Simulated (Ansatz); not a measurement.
# One shape, several levels: singlet [PO2]+

Wanted: a comparison of 6 runs (HSE06/STO-3G, PBE/STO-3G, PBE0/STO-3G, r2SCAN/STO-3G, BCCD(T)/STO-3G, CCSDT(Q)/STO-3G) of singlet [PO2]+. 

The calculation is run with Ansatz 0.2.0.

41 further runs of the same task are left out: 9 that didn't finish, 32 set aside as unsound or not needed.

**1. Starting point**

[PO2]+ has 3 atoms, charge +1, and is taken as a singlet. As SMILES of the parent species, `[O]P=O`. Geometry: relaxed at GFN2-xTB. That shape belongs to the parent species and isn't relaxed for this state.

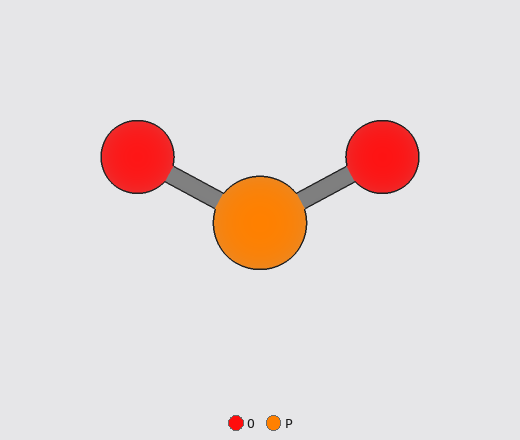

The structure, seen from a chosen angle (oxygen red, phosphorus orange).

**2. A single-point energy at HSE06/STO-3G (run 1)**

run.yaml reads:

```yaml
crystal:
  periodic: [false, false, false]
  atoms:
    - symbol: O
      position_ang: [0.331710, 1.226310, 0.317670]
    - symbol: P
      position_ang: [-0.403940, 0.077030, -0.212130]
    - symbol: O
      position_ang: [0.072230, -1.303340, -0.105540]
basis:
  gaussian: {orbitals: STO-3G}
total_charge: 1
hamiltonian: {xc: {name: HSE06}}
accuracy: high
```

Launch:

```bash
ansatz run run.yaml --threads 1 --pin off --max-ram 2610MiB --events-out events.jsonl --progress --plain --runs-dir runs
```

The log of the run:

```text
Warning: RAYON_NUM_THREADS=1 ignored (pool sized by the plan → 1); use --threads N
Functional definition: HSE06
  name "HSE06"
  parameter a = 0.25
  parameter omega = 0.11/bohr
  exchange = pbe_x - a*pbe_x_sr(omega) + a*exact_x_sr(omega)
  correlation = pbe_c
336 factors; integrals over basis functions are off by at most 2.4e-8 eV
47 factors; integrals over basis functions are off by at most 9.4e-10 eV
mean field evaluation 1: about -13184.8518 eV, gradient 6.7e1 eV
mean field evaluation 2: about -13162.2152 eV, gradient 9.5e1 eV
mean field evaluation 4: about -13201.8855 eV, gradient 2.3e0 eV
mean field evaluation 8: about -13201.9053 eV, gradient 6.6e-2 eV
mean field evaluation 16: about -13201.9053 eV, gradient 7.3e-7 eV
mean field -13201.90531669 eV, -485.1610718154 hartree, gradient 1.1e-8 eV, S^2 0.000000; 0 other end points of the search recorded, 0 dependent functions left out
reference -13201.90531770 eV, -485.1610718525 hartree; 15, 15 occupied and 4, 4 virtual orbitals, 336 factors
Total energy: -13201.90531770 eV, -485.1610718525 hartree
```

Wall time 0.95 s (1 thread of Arm Neoverse V2, shared host).

**3. The energy at PBE/STO-3G (run 2)**

molecule.yaml reads:

```yaml
crystal:
  periodic: [false, false, false]
  atoms:
    - {symbol: O, position_ang: [0.331710, 1.226310, 0.317670]}
    - {symbol: P, position_ang: [-0.403940, 0.077030, -0.212130]}
    - {symbol: O, position_ang: [0.072230, -1.303340, -0.105540]}
basis:
  gaussian: {orbitals: STO-3G}
total_charge: 1
hamiltonian: {xc: pbe}
accuracy: high
```

Launch:

```bash
ansatz run molecule.yaml --threads 1 --pin off --max-ram 2610MiB --events-out events.jsonl --progress --plain --runs-dir runs
```

The log of the run:

```text
Warning: RAYON_NUM_THREADS=1 ignored (pool sized by the plan → 1); use --threads N
Functional definition: PBE
  name "PBE"
  parameter kappa = 0.804
  parameter beta = 0.06672455060314922
  exchange = pbe_x(kappa = kappa, mu = beta*pi^2/3)
  correlation = pbe_c(beta = beta)
336 factors; integrals over basis functions are off by at most 2.4e-8 eV
mean field evaluation 1: about -13182.1851 eV, gradient 7.2e1 eV
mean field evaluation 2: about -13147.5399 eV, gradient 1.0e2 eV
mean field evaluation 4: about -13201.3123 eV, gradient 9.1e0 eV
mean field evaluation 8: about -13201.5526 eV, gradient 6.4e-2 eV
mean field evaluation 16: about -13201.5370 eV, gradient 8.2e-6 eV
mean field evaluation 32: about -13201.5370 eV, gradient 2.3e-2 eV
mean field -13201.53698322 eV, -485.1475358103 hartree, gradient 2.8e-9 eV, S^2 0.000000; 1 other end points of the search recorded, 0 dependent functions left out
reference -13201.53698423 eV, -485.1475358473 hartree; 15, 15 occupied and 4, 4 virtual orbitals, 336 factors
Total energy: -13201.53698423 eV, -485.1475358473 hartree
```

Wall time 0.95 s (1 thread of Arm Neoverse V2, shared host).

Runs 3 to 5 aren't shown in full; the table further down has their settings and results.

**4. The energy at CCSDT(Q)/STO-3G (run 6)**

run.yaml reads:

```yaml
crystal:
  periodic: [false, false, false]
  atoms:
    - {symbol: O, position_ang: [0.331710, 1.226310, 0.317670]}
    - {symbol: P, position_ang: [-0.403940, 0.077030, -0.212130]}
    - {symbol: O, position_ang: [0.072230, -1.303340, -0.105540]}
basis:
  gaussian:
    orbitals: STO-3G
accuracy: high
scf:
  omitted_lower_state_checks: [cluster_reference, increment]
total_charge: 1
correlation:
  method: ccsdt_q
  frozen_orbitals: {O: 1, P: 5}
```

Launch:

```bash
ansatz run run.yaml --threads 1 --pin off --max-ram 2610MiB --events-out events.jsonl --progress --plain --runs-dir runs
```

The log of the run, shortened:

```text
Warning: RAYON_NUM_THREADS=1 ignored (pool sized by the plan → 1); use --threads N
Functional definition: HF
  name "HF"
[...]
336 factors; integrals over basis functions are off by at most 2.4e-8 eV
[...]
mean field -13174.46932176 eV, -484.1528175988 hartree, gradient 3.0e-8 eV, S^2 0.000000; 3 other end points of the search recorded, 0 dependent functions left out; unrestricted orbitals would lower it
7 core orbitals not correlated: weight in the atoms' cores, before any rotation towards them, 1.000 or more for the frozen orbitals, at most 0.000 for the correlated occupied ones
reference -13174.46932176 eV, -484.1528175988 hartree; 8, 8 occupied and 4, 4 virtual orbitals, 336 factors
second order -6.97265708 eV of doubles, -0.00000000 eV of singles
cycle   1  -5.27037993 eV  change     1.7e0 eV  update   3.0e-1
[...]
cycle  38  -7.34912715 eV  change   -1.2e-9 eV  update  7.7e-10
perturbative correction -0.08044835 eV, -0.0029564224 hartree
Total energy: -13181.89889727 eV, -484.4258494625 hartree
Checks for a lower state left out: cluster_reference, increment
```

Wall time 0.65 s (1 thread of Arm Neoverse V2, shared host).

**5. All runs side by side**

```
run            level  frozen core orbitals  energy (Eh)  wall time
  1     HSE06/STO-3G                     –  -485.161072     0.95 s
  2       PBE/STO-3G                     –  -485.147536     0.95 s
  3      PBE0/STO-3G                     –  -485.171783     0.77 s
  4    r2SCAN/STO-3G                     –  -485.390581        2 s
  5   BCCD(T)/STO-3G                     7  -484.425263     0.32 s
  6  CCSDT(Q)/STO-3G                     7  -484.425849     0.65 s
```

**6. Results**

```
                                          quantity          value
                               run 6: total energy  -484.42585 Eh
run 6: correlation energy (7 core orbitals frozen)     -273.0 mEh
                              run 6: T1 diagnostic          0.041
```

What this shows: Totals of different functionals can't be ranked against each other. In runs 5, 6 the log says that unrestricted orbitals would lower the reference, so the values rest on an unstable closed-shell determinant (other closed-shell runs at this shape may share the fault). In runs 1, 2, 3, 4, 5, 6 the basis is minimal, so the values are rough. All runs together took 5.7 s, the longest 2 s.
